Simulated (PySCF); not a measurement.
Vertical excitations of a molecule C₃H₄F₂O from TDA-PBE/def2-SVPD (PySCF 2.14.0), as energy in eV (oscillator strength): 5.61 (0.019), 6.28 (0.017), 6.51 (0.016), 6.91 (0.008), 7.06 (0.154), 7.42 (0.020), 7.67 (0.118), 7.75 (0.027), 7.91 (0.096), 8.18 (0.001). Lowest triplet (TDA): 4.41 eV. Geometry optimised at PBE0-D3(BJ)/def2-SVP. The values are those of a single conformer.

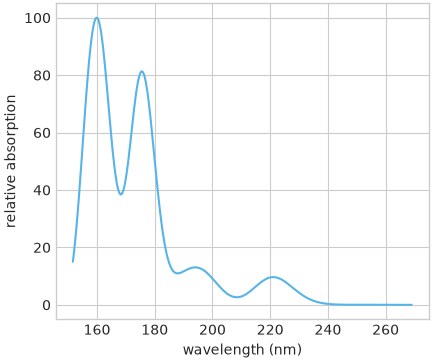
Figure: The lines broadened by 0.4 eV.

**Question.** Pick the molecule that these values belong to.
A. COC=C(F)F
B. CC(=O)C(F)F
C. FC1(F)CCO1
D. CO/C(F)=C/F

**Answer.** D, CO/C(F)=C/F
